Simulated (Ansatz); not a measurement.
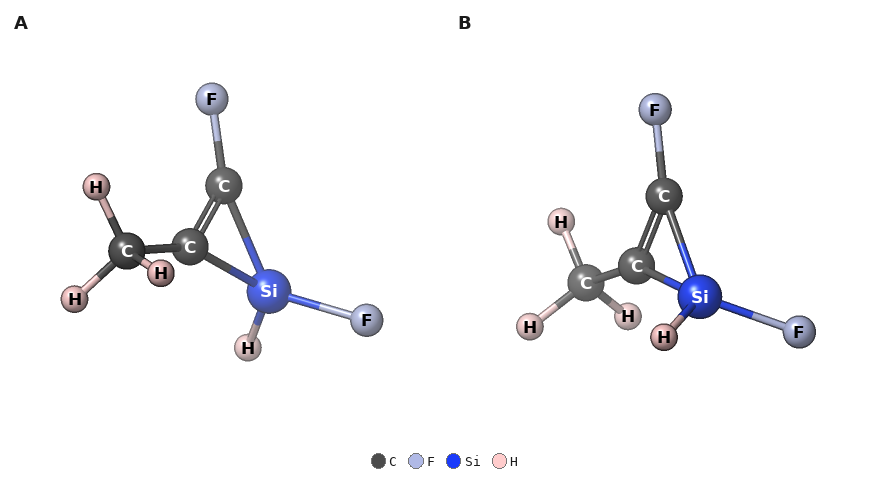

Atoms fade into the background with distance from the viewer. The geometry was computed by an optimisation with PBE0-D4/def2-TZVP. No frequency run is at hand to confirm it as a minimum.

Question: Are A and B the same structure? If not, how do they differ?

Answer: No. They are enantiomers, mirror images that no rotation superimposes: A is CC1=C(F)[Si@H]1F (S), B is CC1=C(F)[Si@@H]1F (R). Their energies are equal.
